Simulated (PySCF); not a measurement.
# C6H9Ga (SMILES C#CC[C]1([GaH2])CC1): what the fields show

The calculation's input:

```
{"job": {"kind": "uv", "xc": "wB97X-D", "basis": "def2-SVPD", "nstates": 8, "ntriplets": 3}, "charge": 0, "multiplicity": 1}
C      1.288777     2.313399     0.680311
C      1.361646     1.300200     0.023105
C      1.078829     0.042924    -0.633056
C     -0.257792    -0.404895    -0.016308
Ga    -1.221507     1.292084     0.540270
C     -0.204903    -1.538297     0.983318
C     -0.770961    -1.771783    -0.379663
H      1.501940     3.217694     1.182180
H      1.883156    -0.679888    -0.467360
H      0.970145     0.206261    -1.710292
H     -1.736365     2.387545    -0.459656
H     -1.729926     1.421230     2.019699
H      0.747461    -1.990844     1.223770
H     -0.892393    -1.506449     1.822968
H     -0.186946    -2.363988    -1.072322
H     -1.838761    -1.916249    -0.480893
```

Run with:

```sh
OMP_NUM_THREADS=1 python probes_run.py task.json out
```

Geometry: GFN2-xTB.

Computed with PySCF 2.14.0, wB97X-D/def2-SVPD, SCF density, gas phase.

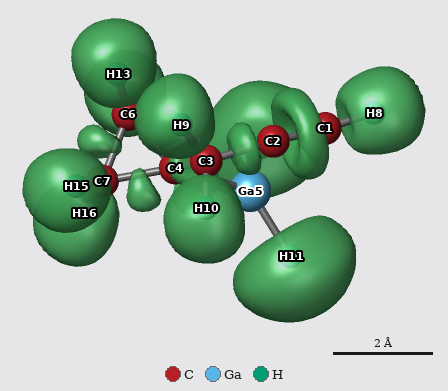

Figure 1. Isosurface of the electron localisation function at 0.8 (green), seen from one side. Core shells and regions of very low density are left out.

Where are the electrons localised?

Answer. At this value the surface marks out six regions between bonded C–C atoms (shared pairs), nine regions around hydrogen nuclei and one lobe of the valence shell of C pointing towards Ga (polar bonds). Profiles from the grid: C–C (1.21 Å): the ELF peaks at about 0.85 between the atoms (a short, multiple covalent bond). C–Ga (2.03 Å): the ELF peaks at about 0.95 in the valence shell of C, 0.7 Å from its nucleus, and is about 0.60 at the midpoint.

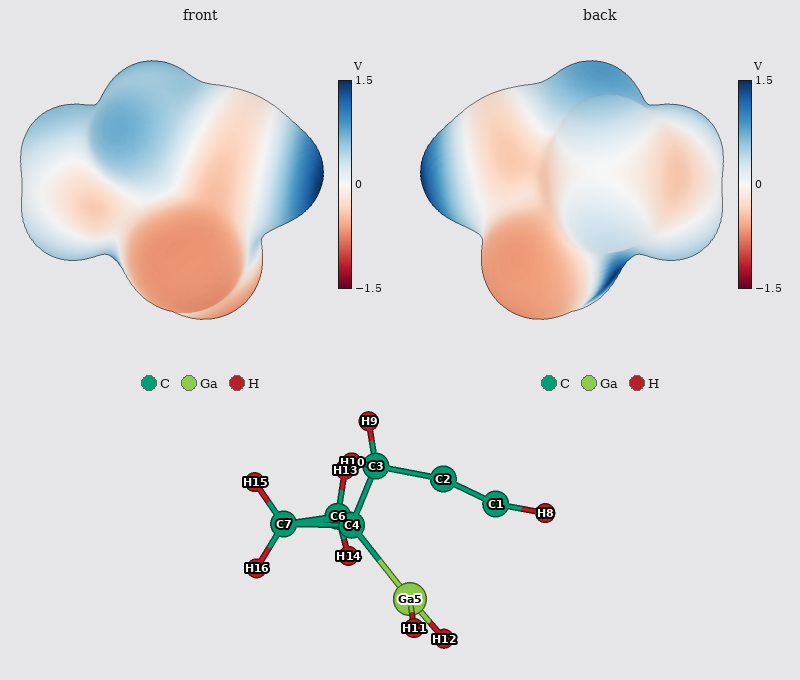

Figure 2. The electrostatic potential painted on the density surface at 0.001 e/bohr³, seen from the front and from behind; red is negative and blue positive. The bare structure is drawn below in the same view.

Which sites attract a positive test charge, and which a negative one?

Answer. A positive charge is drawn to the negative regions and a negative charge to the positive ones. The most negative region (about −0.7 V, or −16 kcal/mol for a unit charge) lies over H11 and H12, the most positive (about +1.4 V, or +32 kcal/mol for a unit charge) over Ga5 and H8.

What dipole moment does the calculation give?

Answer. Its dipole moment is 1.86 D.

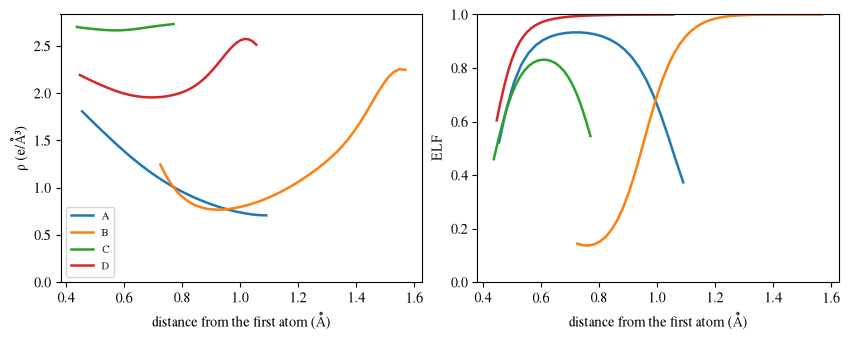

Figure 3. Electron density and ELF along straight lines between neighbouring atoms. The curves leave out the atomic cores.

Which curve belongs to which contact (C–C, C–Ga, C–H and Ga–H)? The first atom named is at distance zero.

Answer. Curve A: C–Ga (2.03 Å): the density is about 0.73 e/Å³ at the midpoint; the ELF peaks at about 0.95 in the valence shell of C, 0.7 Å from its nucleus, and is about 0.60 at the midpoint. Curve B: Ga–H (1.57 Å): ρ at the midpoint is about 0.95 e/Å³; the ELF climbs to about 1 towards the hydrogen. Curve C: C–C (1.21 Å): ρ is about 2.7 e/Å³ halfway; the ELF peaks at about 0.85 between the atoms (a short, multiple covalent bond). Curve D: C–H (1.06 Å): ρ is about 2.1 e/Å³ halfway; the ELF climbs to about 1 towards the hydrogen: a covalent bond by its length.
